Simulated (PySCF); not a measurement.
```yaml
atoms:
  - { symbol: C, position_ang: [-1.6667, -0.2420, 0.8053] }
  - { symbol: C, position_ang: [-0.6840, -0.6790, -0.2719] }
  - { symbol: S, position_ang: [-1.4228, -0.2110, -1.9420] }
  - { symbol: C, position_ang: [0.6630, -0.1161, -0.0994] }
  - { symbol: C, position_ang: [1.9087, -0.7591, -0.1121] }
  - { symbol: N, position_ang: [2.8913, 0.1006, 0.1253] }
  - { symbol: N, position_ang: [2.3638, 1.3267, 0.2852] }
  - { symbol: C, position_ang: [1.0592, 1.2026, 0.1524] }
  - { symbol: F, position_ang: [0.2248, 2.2864, 0.2499] }
  - { symbol: H, position_ang: [-1.7356, 0.8436, 0.8305] }
  - { symbol: H, position_ang: [-2.6600, -0.6524, 0.6210] }
  - { symbol: H, position_ang: [-1.3140, -0.5870, 1.7776] }
  - { symbol: H, position_ang: [-0.6395, -1.7710, -0.3345] }
  - { symbol: H, position_ang: [-1.1051, 1.0726, -1.8400] }
  - { symbol: H, position_ang: [2.1123, -1.8069, -0.2692] }
```

Geometry: GFN2-xTB.

Method: PBE0/pcSseg-1, SCF density, gas phase, non-relativistic (PySCF).

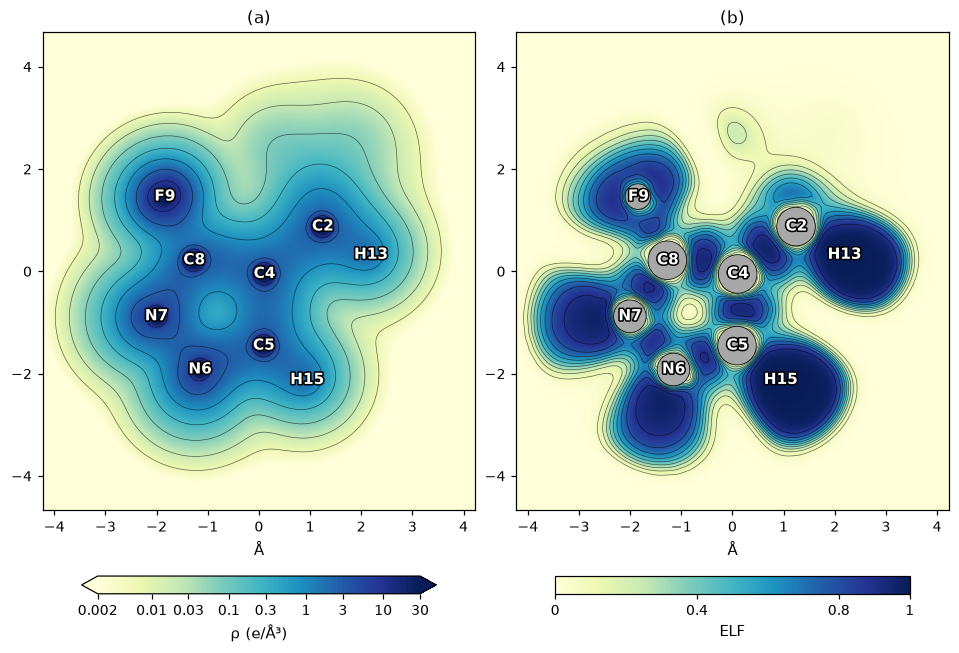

C₅H₆FN₂S (charge −1). (a) electron density; (b) electron localisation function on the plane of atoms C4, C8 and F9. Grey discs cover the atomic cores in the ELF map.

What do the fields say about this system?

Answer.
- The section cuts through C, N, F and H sites.
- C–N (1.32 Å): the density is about 2.6 e/Å³ at the midpoint; the ELF peaks at about 0.90 between the atoms (localised, covalent bonding).
- N–N (1.34 Å): ρ is about 2.5 e/Å³ halfway; the ELF peaks at about 0.90 between the atoms (a covalent bond).
- C–F (1.37 Å): ρ at the midpoint is about 2.1 e/Å³, with its minimum of 1.6 e/Å³ about 0.5 Å from C; the ELF peaks at about 0.85 between the atoms; a shared but strongly polarised pair.
- C–C (1.40 Å): ρ is about 2 e/Å³ halfway; the ELF peaks at about 0.95 between the atoms (localised, covalent bonding).
- C–H (1.08 Å): the density is about 2 e/Å³ at the midpoint; the ELF climbs to about 1 towards the hydrogen, as it does in any bond to H; an ordinary covalent bond to hydrogen.
- The ELF also peaks beside N6, N7 and F9, away from the bonds: lone-pair regions.
